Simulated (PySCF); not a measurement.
## Electronic structure of C$_{5}$H$_{12}$BClO in real space

The calculation's input:

```
{"job": {"kind": "nmr", "xc": "PBE0", "basis": "pcSseg-1"}, "charge": 0, "multiplicity": 1}
C     -2.432376     1.048542     0.008487
O     -1.350966     0.153290     0.187122
C     -1.418342    -0.936716    -0.717010
B      0.116557     0.942965     0.130184
C      1.203347    -0.168445     0.531865
C      2.680835     0.059200     0.331261
C      1.957542    -0.940825    -0.504138
Cl     2.283148    -2.661082    -0.254163
H     -2.335439     1.827204     0.761181
H     -3.376815     0.515515     0.146020
H     -2.410133     1.506899    -0.984785
H     -1.332314    -0.596740    -1.753566
H     -0.591953    -1.604102    -0.487342
H     -2.366248    -1.464197    -0.581796
H      0.223006     1.353086    -0.983498
H     -0.001390     1.788262     0.953823
H      0.976291    -0.736326     1.429279
H      3.368256    -0.303471     1.080806
H      2.999704     0.971182    -0.150997
H      1.802143    -0.743562    -1.555465
```

Launched as:

```sh
OMP_NUM_THREADS=1 python probes_run.py task.json out
```

Geometry: GFN2-xTB.

Method: PBE0/pcSseg-1, SCF density, gas phase, non-relativistic (PySCF 2.14.0).

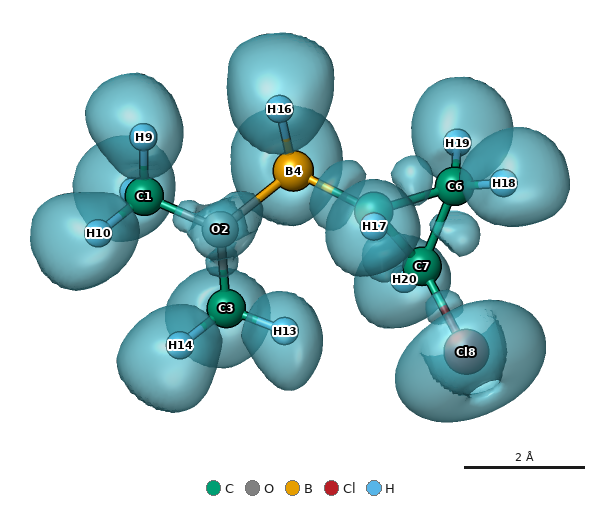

Figure 1. Isosurface of the ELF at 0.8 (cyan), seen across its widest extent. Core shells and regions of very low density are left out.

### Where are the electrons localised?

The surface consists of one region between bonded B–C atoms (shared pairs), three regions between bonded C–C atoms (shared pairs), one region between bonded C–Cl atoms (shared pairs), twelve regions around hydrogen nuclei, one region on O in which the atom's valence shell and bonds are merged and one ring or bowl of non-bonding electrons around Cl. Profiles from the grid: C–O (1.42 Å): the ELF peaks at about 0.90 between the atoms; a shared but strongly polarised pair. C–C (1.49 Å): the ELF peaks at about 0.90 between the atoms: a covalent bond.

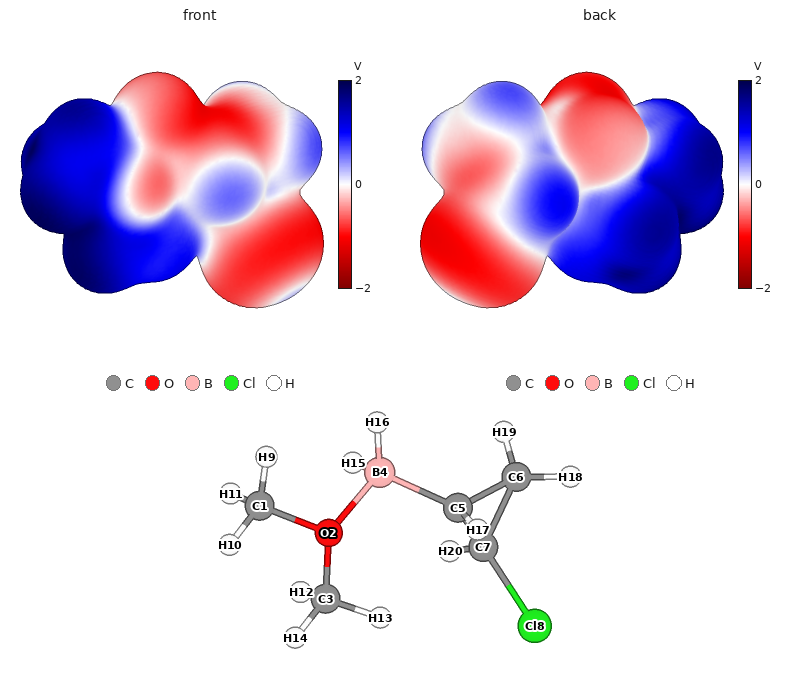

Figure 2. The molecular electrostatic potential painted on the density surface at 0.004 e/bohr³, seen from the front and from behind; red is negative and blue positive. The bare structure is drawn below in the same view.

### Which sites attract a positive test charge, and which a negative one?

A positive charge is drawn to the negative regions and a negative charge to the positive ones. The most negative region (about −1.1 V) lies over Cl8 and H16, the most positive (about +1.9 V) over C1, H10 and H14. Cl8 shows a σ-hole: about +0.2 V at the tip opposite its bond, against about −0.9 V on its flanks.

### What dipole moment does the calculation give?

Its dipole moment is 5.01 D.

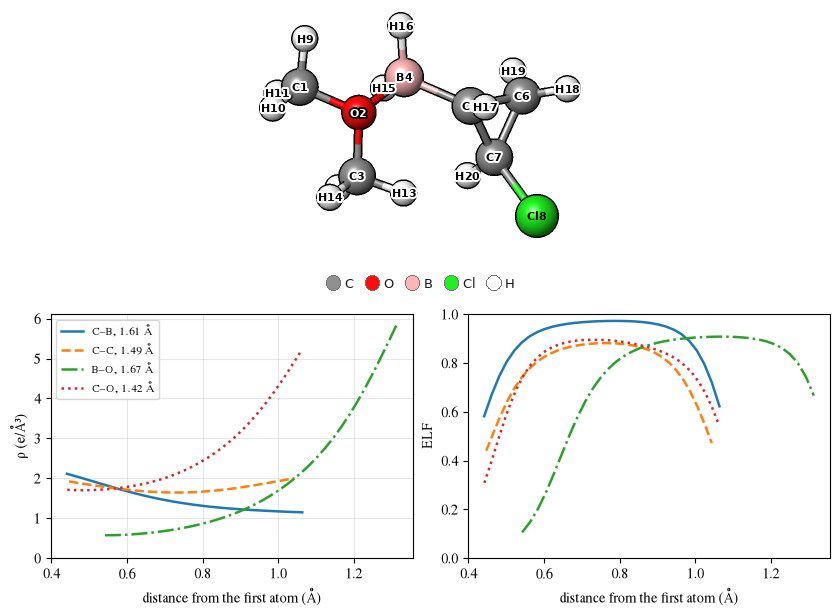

Figure 3. Electron density and electron localisation function along straight lines between neighbouring atoms. The curves leave out the atomic cores. The structure is drawn too.

### What can be read from the curves?

C–B (1.61 Å): the density is about 1.3 e/Å³ at the midpoint; the ELF peaks at about 1 between the atoms; localised, covalent bonding.
C–C (1.49 Å): ρ is about 1.6 e/Å³ halfway; the ELF peaks at about 0.90 between the atoms: a covalent bond.
B–O (1.67 Å): ρ is about 0.95 e/Å³ halfway; the ELF peaks at about 0.90 between the atoms: a polar covalent bond.
C–O (1.42 Å): the density is about 2 e/Å³ at the midpoint, with its minimum of 1.7 e/Å³ about 0.5 Å from C; the ELF peaks at about 0.90 between the atoms, as expected for a polar covalent bond.
